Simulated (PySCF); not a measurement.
**H2O2 (hydrogen peroxide): levels of theory compared**

Wanted: a comparison of 3 runs (PBE0/STO-3G, CCSDT/STO-3G, CCSD(T)/STO-3G) of H2O2 (hydrogen peroxide). The job is set up through a Python script.

Program for the calculation: PySCF 2.14.0.

9 further runs of the same task are left out: 9 set aside as unsound or not needed.

### 1 The structure to begin with

H2O2: 4 atoms, total charge 0, spin state singlet. As SMILES, `OO`. One bond was lengthened or shortened from a relaxed shape.

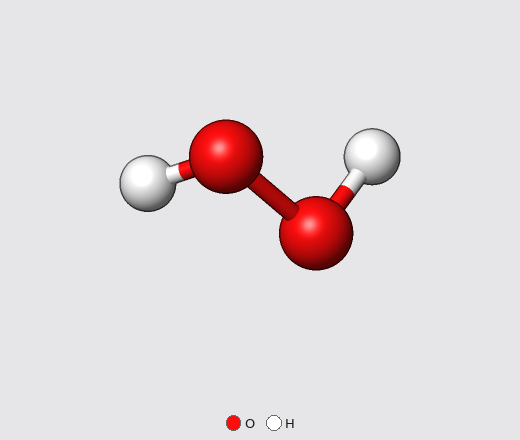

Viewed from a chosen angle; oxygen red, hydrogen white.

### 2 The energy at PBE0/STO-3G (run 1)

Input file geometry.xyz:

```xyz
4

O     -0.621459    -0.473905    -0.056772
O     -0.086359     0.835595     0.119528
H      0.186400    -1.117000     0.467400
H      0.117441     1.076995    -0.792272
```

Input file run.py:

```python
from pyscf import gto, dft

molecule = gto.M(
    atom='geometry.xyz',
    max_memory=1860,
    charge=0,
    basis='sto-3g',
    verbose=3,
)

mf = dft.RKS(molecule)
mf.xc = 'pbe0'
mf.grids.level = 5
mf.conv_tol = 1e-10
mf.kernel()
if not mf.converged:
    mf = mf.newton().run(mf.mo_coeff, mf.mo_occ)

e_final = mf.e_tot
print(f'total energy: {e_final:.8f} hartree')
```

On the command line:

```bash
OMP_NUM_THREADS=1 python run.py
```

Standard output:

```text
converged SCF energy = -149.304661139204
total energy: -149.30466114 hartree
```

Run time: 1.6 s. Hardware: 1 thread of Arm Neoverse V1, shared host; peak memory 0.17 GiB.

### 3 A single-point energy at CCSDT/STO-3G (run 2)

Input file input.py:

```python
from pyscf import gto, cc

mol = gto.M(
    atom='O -0.621459 -0.473905 -0.056772; O -0.086359 0.835595 0.119528; H 0.186400 -1.117000 0.467400; H 0.117441 1.076995 -0.792272',
    basis='sto-3g',
    max_memory=1860,
    verbose=3,
)

calc0 = mol.RHF()
calc0.conv_tol = 1e-10
calc0.kernel()
if not calc0.converged:
    calc0 = calc0.newton().run(calc0.mo_coeff, calc0.mo_occ)

mycc = cc.CCSDT(calc0, frozen=2)
mycc.kernel()
e_final = mycc.e_tot
print('E(%s) = %.9f' % ('CCSDT', e_final))
```

On the command line:

```bash
OMP_NUM_THREADS=1 python input.py
```

Standard output:

```text
converged SCF energy = -148.741994020572
_make_eris_incore_RCCSDT

WARN: A large `blksize` is being used, which may cause large memory consumption
      for storing contraction intermediates. If memory is sufficient, consider using
      `pyscf.cc.rccsdt_highm.RCCSDT` instead.

RCCSDT converged
E(RCCSDT) = -148.8630375953247   E_corr = -0.1210435747525227
E_corr(same-spin) = -0.00541653189209172
E_corr(oppo-spin) = -0.115627042860431
E(CCSDT) = -148.863037595
```

Wall time 0.99 s (1 thread of Arm Neoverse V1, shared host); peak memory 0.12 GiB.

### 4 A single-point energy at CCSD(T)/STO-3G (run 3)

Input file input.py:

```python
from pyscf import gto, cc

mol = gto.M(
    atom='''
O   -0.621459  -0.473905  -0.056772
O   -0.086359   0.835595   0.119528
H    0.186400  -1.117000   0.467400
H    0.117441   1.076995  -0.792272
''',
    basis='sto-3g',
    charge=0,
    max_memory=1860,
    verbose=4,
    spin=0,
)

mf = mol.RHF()
mf.conv_tol = 1e-10
mf.kernel()
if not mf.converged:
    mf = mf.newton().run(mf.mo_coeff, mf.mo_occ)

mycc = cc.CCSD(mf, frozen=2)
mycc.kernel()
e_t = mycc.ccsd_t()
e_tot = mycc.e_tot + e_t
print('E(%s) = %.9f' % ('CCSD(T)', e_tot))
```

On the command line:

```bash
OMP_NUM_THREADS=1 python input.py
```

Standard output:

```text
PySCF version 2.14.0

[... 56 lines left out ...]
converged SCF energy = -148.741994020572
[... 12 lines left out ...]
Init t2, MP2 energy = -148.828501832438  E_corr(MP2) -0.0865078118660651
[... 13 lines left out ...]
CCSD converged
[... 2 lines left out ...]
E(CCSD(T)) = -148.862868011
```

Run time: 0.82 s. Hardware: 1 thread of Arm Neoverse V1, shared host; peak memory 0.12 GiB.

### 5 All runs side by side

| run | level | integration grid | frozen core orbitals | energy (Eh) | dipole moment (D) of the reference | HOMO energy (eV) | LUMO energy (eV) | wall time |
| --- | --- | --- | --- | --- | --- | --- | --- | --- |
| 1 | PBE0/STO-3G | 5 | – | -149.304661 | 1.42 | -3.83 | 5.98 | 1.6 s |
| 2 | CCSDT/STO-3G | – | 2 | -148.863038 | 1.49 | -9.77 | 11.98 | 0.99 s |
| 3 | CCSD(T)/STO-3G | – | 2 | -148.862868 | 1.49 | -9.77 | 11.98 | 0.82 s |

### 6 Summary of results

| quantity | value |
| --- | --- |
| run 3: total energy | -148.86287 Eh |
| run 3: dipole moment (Hartree–Fock density) | 1.49 D |
| run 3: HOMO energy (Hartree–Fock orbitals) | -9.77 eV |
| run 3: LUMO energy (Hartree–Fock orbitals) | 11.98 eV |
| run 3: HOMO–LUMO gap (Hartree–Fock orbitals) | 21.75 eV |
| run 3: correlation energy (2 core orbitals frozen) | -120.9 mEh |
| run 3: (T) correction | -0.67 mEh |
| run 3: T1 diagnostic | 0.010 |

In words: In runs 1, 2, 3 the basis is minimal, so the values are rough. All runs together took 3.4 s, the longest 1.6 s.
